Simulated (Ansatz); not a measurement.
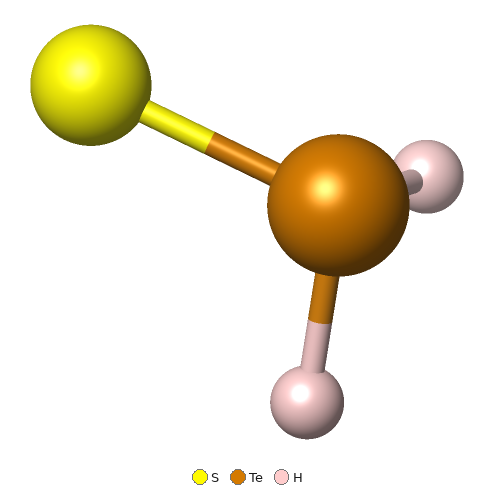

Ball-and-stick drawing of a structure. Every bond is drawn as one stick, whatever its order.

The geometry was computed by an optimisation with PBE0-D4/def2-TZVP. No frequency run is at hand to confirm it as a minimum.

Describe the molecule.

The molecule is H2STe. This geometry has Cs symmetry. Coordination: 1 Te trigonal pyramidal.

The parts below concern this one geometry. Atoms keep their numbers from picture to picture.

## Shape

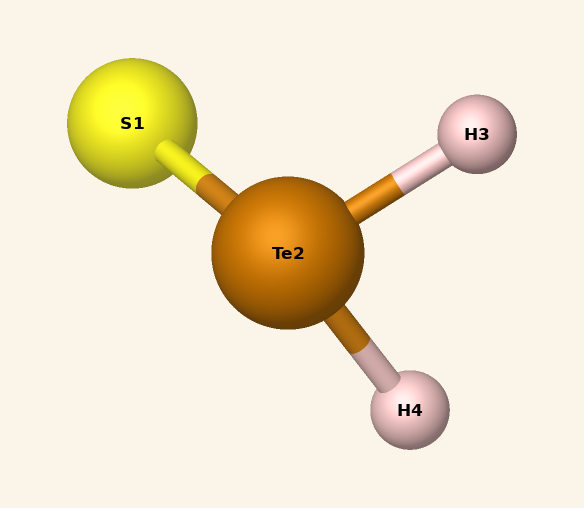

Numbered structure. No frequency run is at hand to confirm it as a minimum.

Which atoms are bonded, and how long are the bonds?

| bond | length (Å) |
| --- | --- |
| S1–Te2 | 2.243 |
| Te2–H3 | 1.692 |
| Te2–H4 | 1.692 |

## Electronic properties

No frequency run is at hand to confirm it as a minimum. Method: RKS PBE0-D4/def2-TZVPP, core potentials on Te (Ansatz 0.2.0).

What is the HOMO energy (Kohn–Sham orbital)?

−6.39 eV.

What is the HOMO–LUMO gap?

5.00 eV.

## Charges

The questions are on Mulliken charges. No frequency run is at hand to confirm it as a minimum. Method: RKS PBE0-D4/def2-TZVP, core potentials on Te (Ansatz 0.2.0).

List the Mulliken charges.

```json
{"atom": "S1", "value (e)": "−0.51"}
{"atom": "Te2", "value (e)": "0.39"}
{"atom": "H3", "value (e)": "0.06"}
{"atom": "H4", "value (e)": "0.06"}
```

## Dipole moment

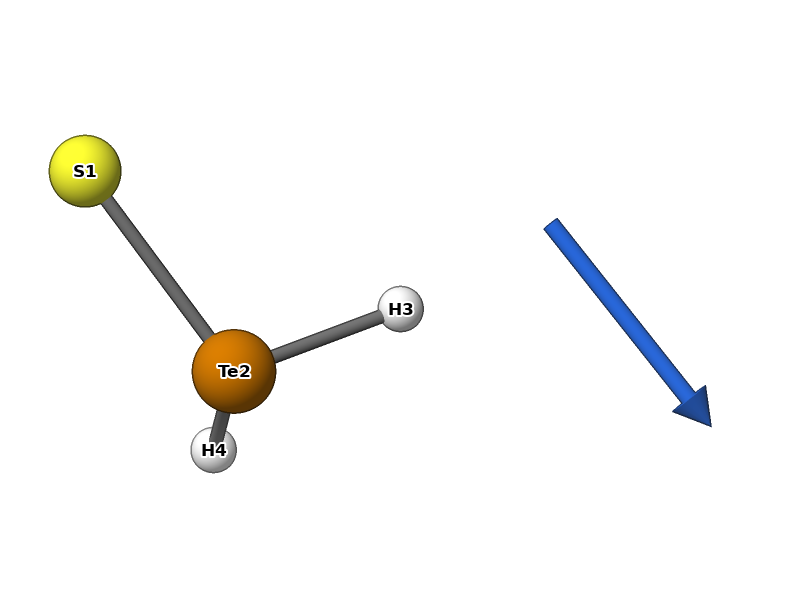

The arrow beside the molecule shows the direction of the dipole moment, from the negative to the positive end (its length means nothing). No frequency run is at hand to confirm it as a minimum. Properties computed with RKS PBE0-D4/def2-TZVP, core potentials on Te (Ansatz 0.2.0).

How large is the dipole moment?

4.13 D; it points from the side of S1 to the side of H3, H4 (the outermost atoms at the two ends).

Mulliken values depend strongly on the basis set and can even reverse the polarity of a bond.
